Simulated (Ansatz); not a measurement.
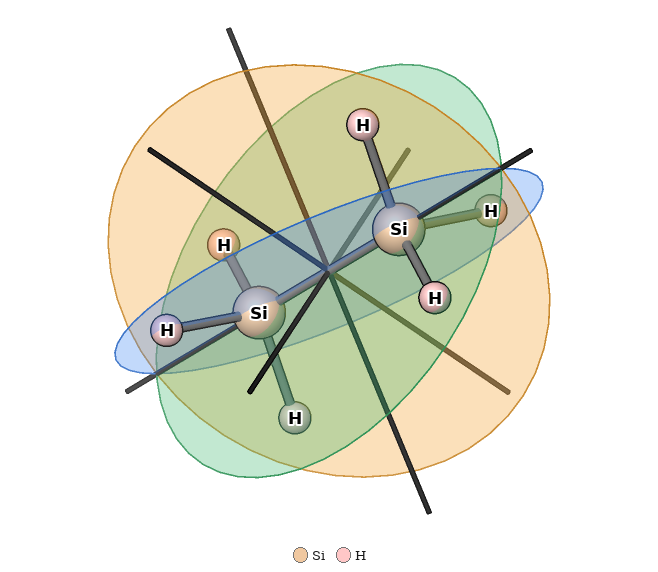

All proper rotation axes (lines) and mirror planes (discs) of the structure are drawn in. Atoms fade into the background with distance from the viewer. The geometry was computed by an optimisation with PBE0-D4/def2-TZVP.

Question: What is the order of each axis, and which point group results?

Answer: It has 1 C3 axis, 3 C2 axes, 1 S6 axis, 3 mirror planes and a centre of inversion. Point group D3d. The group has 12 operations. The geometry is achiral, and symmetry forbids a dipole moment.
